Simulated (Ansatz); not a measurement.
# Cl− with N₂: superposition error and deformation, part 2 of 2

Ansatz 0.2.0, Gaussian basis. The steps go on from the part before.

### Step 12. wB97X-V/def2-TZVPPD

Contents of free-b/in.yaml:

```yaml
crystal:
  periodic: [false, false, false]
  atoms:
    - {symbol: N, position_ang: [-0.468608, -0.317934, 1.169729]}
    - {symbol: N, position_ang: [0.432087, 0.293249, 1.216284]}
basis:
  gaussian: {orbitals: "def2-TZVPPD.json"}
hamiltonian: {xc: {name: wB97X-V}}
```

Started as:

```bash
> ansatz run in.yaml --threads 2 --pin off --events-out ev --progress --plain --max-ram 5222MiB
```

What it wrote, cut to the lines that bear on the results:

```text
Functional definition: wB97X-V
  name "wB97X-V"
  cite "Mardirossian & Head-Gordon, Phys. Chem. Chem. Phys. 16, 9904 (2014) doi:10.1039/C3CP54374A"
  cite "Becke, J. Chem. Phys. 107, 8554 (1997) doi:10.1063/1.475007"
  cite "Vydrov & Van Voorhis, J. Chem. Phys. 133, 244103 (2010) doi:10.1063/1.3521275"
[...]
      + integral(e_c_pw_opposite_spin*poly(b97_u_opposite, cos0, cos1)) + vv10(b, c)
358 factors; their error is unknown
78 factors; integrals over basis functions are off by at most 8.6e-5 eV
[...]
mean field -2980.74846792 eV, -109.5404857723 hartree, gradient 1.8e-6 eV, S^2 0.000000; 0 other end points of the search recorded, 0 dependent functions left out
reference -2980.74846677 eV, -109.5404857300 hartree; 7, 7 occupied and 67, 67 virtual orbitals, 358 factors
Total energy: -2980.74846677 eV, -109.5404857300 hartree
```

Wall time 0.4 s (2 threads of Intel Xeon 6975P-C, shared host).

### Step 13. wB97M-V/def2-TZVPPD

free-b/in.yaml, as its differences from that of step 12:

```diff
@@ -7,2 +7,2 @@
   gaussian: {orbitals: "def2-TZVPPD.json"}
-hamiltonian: {xc: {name: wB97X-V}}
+hamiltonian: {xc: {name: wB97M-V}}
```

Started as:

```bash
> ansatz run in.yaml --threads 2 --pin off --events-out ev --progress --plain --max-ram 5222MiB
```

What it wrote, cut to the lines that bear on the results:

```text
[... 5 set-up lines as earlier in the session ...]
  # Of w^i u^j: cxij and so on, Table III.
[...]
  gx(w, u) = 1 - cx + cx01*u + cx10*w
  gss(w, u) = css00 + css04*u^4 + css10*w + css20*w^2 + css43*w^4*u^3
  gos(w, u) = cos00 + cos10*w + (cos20 + cos21*u)*w^2 + (cos60 + cos61*u)*w^6
[...]
      + integral(e_c_pw_mod_opposite_spin*gos(b97_w_opposite, b97_u_opposite)) + vv10(b, c)
358 factors; their error is unknown
78 factors; integrals over basis functions are off by at most 8.6e-5 eV
[...]
mean field -2981.07707281 eV, -109.5525617791 hartree, gradient 1.2e-5 eV, S^2 0.000000; 0 other end points of the search recorded, 0 dependent functions left out
reference -2981.07710152 eV, -109.5525628342 hartree; 7, 7 occupied and 67, 67 virtual orbitals, 358 factors
Total energy: -2981.07710152 eV, -109.5525628342 hartree
```

It took 0.45 s on 2 threads of Intel Xeon 6975P-C, shared host.

### Step 14. B2PLYP/def2-TZVPPD

free-b/in.yaml, as its differences from that of step 13:

```diff
@@ -7,2 +7,2 @@
   gaussian: {orbitals: "def2-TZVPPD.json"}
-hamiltonian: {xc: {name: wB97M-V}}
+hamiltonian: {xc: {name: B2PLYP}}
```

Started as:

```bash
> ansatz run in.yaml --threads 2 --pin off --events-out ev --progress --plain --max-ram 5222MiB
```

What it wrote, cut to the lines that bear on the results:

```text
[... 5 set-up lines as earlier in the session ...]
[...]
478 factors; integrals over basis functions are off by at most 8.4e-4 eV
[...]
mean field -2976.36306913 eV, -109.3793253394 hartree, gradient 2.0e-6 eV, S^2 0.000000; 0 other end points of the search recorded, 0 dependent functions left out
2 core orbitals not correlated: weight in the atoms' cores, before any rotation towards them, 1.000 or more for the frozen orbitals, at most 0.000 for the correlated occupied ones
reference -2976.36315842 eV, -109.3793286207 hartree; 5, 5 occupied and 67, 67 virtual orbitals, 478 factors
second order -12.53916190 eV of doubles, -0.00000000 eV of singles
Total energy: -2979.74873214 eV, -109.5037461598 hartree
```

It took 0.3 s on 2 threads of Intel Xeon 6975P-C, shared host.

### Step 15. BLYP-D4/def2-TZVPPD

free-b/in.yaml, as its differences from that of step 14:

```diff
@@ -7,2 +7,2 @@
   gaussian: {orbitals: "def2-TZVPPD.json"}
-hamiltonian: {xc: {name: B2PLYP}}
+hamiltonian: {xc: {name: BLYP}, dispersion: d4}
```

Started as:

```bash
> ansatz run in.yaml --threads 2 --pin off --events-out ev --progress --plain --max-ram 5222MiB
```

What it wrote, cut to the lines that bear on the results:

```text
Functional definition: BLYP
  name "BLYP"
[... 2 set-up lines as earlier in the session ...]
  parameter beta = 0.0042
  parameter a = 0.04918
  parameter b = 0.132
  parameter c = 0.2533
  parameter d = 0.349
  exchange = b88_x(beta = beta)
  correlation = lyp_c(a = a, b = b, c = c, d = d)
358 factors; their error is unknown
mean field evaluation 1: about -2979.2205 eV, gradient 3.3e1 eV
mean field evaluation 2: about -2979.1205 eV, gradient 3.3e1 eV
mean field evaluation 4: about -2981.3219 eV, gradient 8.8e-2 eV
mean field evaluation 8: about -2981.3181 eV, gradient 5.7e-4 eV
mean field -2981.31814865 eV, -109.5614211529 hartree, gradient 2.8e-5 eV, S^2 0.000000; 0 other end points of the search recorded, 0 dependent functions left out
reference -2981.31834112 eV, -109.5614282261 hartree; 7, 7 occupied and 67, 67 virtual orbitals, 358 factors
Total energy: -2981.34192268 eV, -109.5622948323 hartree
```

Wall time 0.15 s (2 threads of Intel Xeon 6975P-C, shared host).

### Step 16. revPBE-D4/def2-TZVPPD

free-b/in.yaml, as its differences from that of step 15:

```diff
@@ -7,2 +7,2 @@
   gaussian: {orbitals: "def2-TZVPPD.json"}
-hamiltonian: {xc: {name: BLYP}, dispersion: d4}
+hamiltonian: {xc: {name: revPBE}, dispersion: d4}
```

Started as:

```bash
> ansatz run in.yaml --threads 2 --pin off --events-out ev --progress --plain --max-ram 5222MiB
```

What it wrote, cut to the lines that bear on the results:

```text
Functional definition: revPBE
  name "revPBE"
  cite "Zhang & Yang, Phys. Rev. Lett. 80, 890 (1998) doi:10.1103/PhysRevLett.80.890"
[... 1 set-up line as earlier in the session ...]
  parameter kappa = 1.245
[... 3 set-up lines as earlier in the session ...]
358 factors; their error is unknown
mean field evaluation 1: about -2979.1509 eV, gradient 3.1e1 eV
mean field evaluation 2: about -2979.3292 eV, gradient 2.8e1 eV
mean field evaluation 4: about -2980.9644 eV, gradient 5.4e-2 eV
mean field evaluation 8: about -2980.9605 eV, gradient 5.1e-4 eV
mean field -2980.96047953 eV, -109.5482770551 hartree, gradient 2.1e-5 eV, S^2 0.000000; 0 other end points of the search recorded, 0 dependent functions left out
reference -2980.96050969 eV, -109.5482781636 hartree; 7, 7 occupied and 67, 67 virtual orbitals, 358 factors
Total energy: -2981.00140741 eV, -109.5497811269 hartree
```

Wall time 0.15 s (2 threads of Intel Xeon 6975P-C, shared host).

### Step 17. B97M-V/def2-TZVPPD

free-b/in.yaml, as its differences from that of step 16:

```diff
@@ -7,2 +7,2 @@
   gaussian: {orbitals: "def2-TZVPPD.json"}
-hamiltonian: {xc: {name: revPBE}, dispersion: d4}
+hamiltonian: {xc: {name: B97M-V}}
```

Started as:

```bash
> ansatz run in.yaml --threads 2 --pin off --events-out ev --progress --plain --max-ram 5222MiB
```

What it wrote, cut to the lines that bear on the results:

```text
[... 5 set-up lines as earlier in the session ...]
  # Of w^i u^j: cxij and so on, Table III.
[...]
  gx(w, u) = cx00 + cx01*u + cx02*u^2 + (cx10 + cx11*u)*w
  gss(w, u) = css00 + css02*u^2 + css10*w + (css32*w^3 + css42*w^4)*u^2
  gos(w, u) = cos00 + cos01*u + cos03*u^3 + cos10*w + cos32*w^3*u^2
[...]
      + integral(e_c_pw_mod_opposite_spin*gos(b97_w_opposite, b97_u_opposite)) + vv10(b, c)
358 factors; their error is unknown
[...]
mean field -2981.12767028 eV, -109.5544212020 hartree, gradient 1.1e-6 eV, S^2 0.000000; 0 other end points of the search recorded, 0 dependent functions left out
reference -2981.12770510 eV, -109.5544224817 hartree; 7, 7 occupied and 67, 67 virtual orbitals, 358 factors
Total energy: -2981.12770510 eV, -109.5544224817 hartree
```

Wall time 0.4 s (2 threads of Intel Xeon 6975P-C, shared host).

### Step 18. HSE06-D4/def2-TZVPPD

free-b/in.yaml, as its differences from that of step 17:

```diff
@@ -7,2 +7,2 @@
   gaussian: {orbitals: "def2-TZVPPD.json"}
-hamiltonian: {xc: {name: B97M-V}}
+hamiltonian: {xc: hse06, dispersion: d4}
```

Started as:

```bash
> ansatz run in.yaml --threads 2 --pin off --events-out ev --progress --plain --max-ram 5222MiB
```

What it wrote, cut to the lines that bear on the results:

```text
Functional definition: HSE06
  name "HSE06"
  cite "Heyd, Scuseria & Ernzerhof, J. Chem. Phys. 118, 8207 (2003) doi:10.1063/1.1564060"
  cite "Krukau, Vydrov, Izmaylov & Scuseria, J. Chem. Phys. 125, 224106 (2006) doi:10.1063/1.2404663"
  cite "Heyd & Scuseria, J. Chem. Phys. 120, 7274 (2004) doi:10.1063/1.1668634"
  cite "Ernzerhof & Perdew, J. Chem. Phys. 109, 3313 (1998) doi:10.1063/1.476928"
[... 2 set-up lines as earlier in the session ...]
[...]
  # The whole range is PBE's own exchange, as in plane waves. The composition of these papers is wPBEh.
[...]
358 factors; their error is unknown
27 factors; integrals over basis functions are off by at most 4.5e-5 eV
[...]
mean field -2978.05887149 eV, -109.4416449266 hartree, gradient 3.9e-6 eV, S^2 0.000000; 0 other end points of the search recorded, 0 dependent functions left out
reference -2978.05889194 eV, -109.4416456780 hartree; 7, 7 occupied and 67, 67 virtual orbitals, 358 factors
Total energy: -2978.06616938 eV, -109.4419131190 hartree
```

Run time: 0.2 s. Hardware: 2 threads of Intel Xeon 6975P-C, shared host.

### Step 19. CCSD(T)/def2-TZVPPD

free-b/in.yaml, as its differences from that of step 18:

```diff
@@ -7,2 +7,2 @@
   gaussian: {orbitals: "def2-TZVPPD.json"}
-hamiltonian: {xc: hse06, dispersion: d4}
+correlation: {method: ccsd_t}
```

Started as:

```bash
> ansatz run in.yaml --threads 2 --pin off --events-out ev --progress --plain --max-ram 5222MiB
```

What it wrote, cut to the lines that bear on the results:

```text
[... 4 set-up lines as earlier in the session ...]
[...]
478 factors; integrals over basis functions are off by at most 8.4e-4 eV
[...]
mean field -2965.76591945 eV, -108.9898872715 hartree, gradient 7.0e-7 eV, S^2 0.000000; 0 other end points of the search recorded, 0 dependent functions left out
2 core orbitals not correlated: weight in the atoms' cores, before any rotation towards them, 1.000 or more for the frozen orbitals, at most 0.000 for the correlated occupied ones
reference -2965.76591945 eV, -108.9898872715 hartree; 5, 5 occupied and 67, 67 virtual orbitals, 478 factors
second order -10.10509877 eV of doubles, -0.00000000 eV of singles
cycle   1  -9.66227833 eV  change    4.4e-1 eV  update   8.1e-2
[...]
cycle   8  -10.08120590 eV  change   -7.0e-6 eV  update   6.6e-6
perturbative correction -0.49661119 eV, -0.0182501246 hartree
Total energy: -2976.34373654 eV, -109.3786148797 hartree
```

Run time: 0.4 s. Hardware: 2 threads of Intel Xeon 6975P-C, shared host.

### Step 20. The split

| method | interaction with counterpoise (kJ/mol) | without | superposition error | deformation | binding energy |
| --- | --- | --- | --- | --- | --- |
| PBE-D4 | -10.48 | -10.66 | 0.17 | 0.05 | -10.43 |
| revPBE-D4 | -9.83 | -10.02 | 0.19 | 0.06 | -9.77 |
| BLYP-D4 | -8.93 | -9.12 | 0.19 | 0.05 | -8.88 |
| r2SCAN-D4 | -9.36 | -9.47 | 0.11 | 0.01 | -9.35 |
| B97M-V | -9.11 | -9.31 | 0.20 | 0.00 | -9.11 |
| PBE0-D4 | -9.37 | -9.50 | 0.14 | 0.00 | -9.37 |
| B3LYP-D4 | -8.84 | -9.01 | 0.16 | 0.01 | -8.84 |
| HSE06-D4 | -9.42 | -9.56 | 0.14 | 0.00 | -9.42 |
| wB97X-V | -8.95 | -9.14 | 0.19 | 0.01 | -8.95 |
| wB97M-V | -8.63 | -8.80 | 0.17 | 0.00 | -8.63 |
| B2PLYP | -6.51 | -6.93 | 0.42 | 0.03 | -6.48 |
| Hartree-Fock | -3.06 | -3.17 | 0.11 | -0.10 | -3.16 |
| MP2 | -8.46 | -9.49 | 1.03 | 0.08 | -8.39 |
| CCSD | -7.06 | -8.01 | 0.95 | 0.02 | -7.04 |
| CCSD(T) | -7.76 | -8.85 | 1.09 | 0.05 | -7.71 |

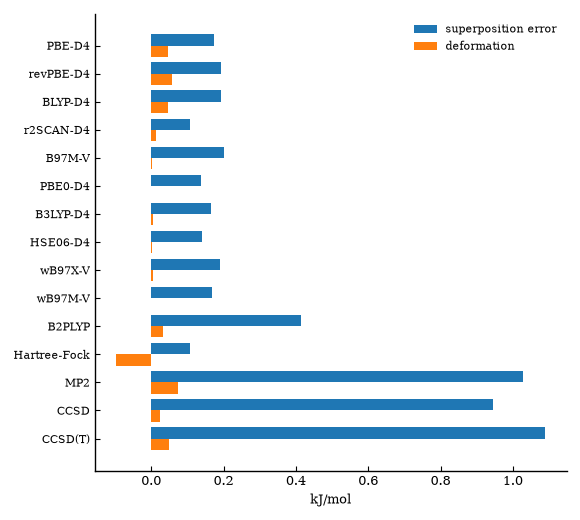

Superposition error and deformation energy by method.

### Step 21. Summary of results

The summary covers parts 1 to 2.

| quantity | value |
| --- | --- |
| interaction, CCSD(T) | -7.76 kJ/mol |
| superposition error | 1.09 kJ/mol |
| deformation | 0.05 kJ/mol |
| binding energy | -7.71 kJ/mol |

What this shows: In this basis the superposition error is 1.09 kJ/mol for CCSD(T) and 0.17 kJ/mol on average for the plain functionals: correlated methods borrow far more, since they need many more functions to converge. Deformation takes back 1 % of the interaction. The free shapes are PBE0-D4 minima, so other methods can show a small negative deformation energy.
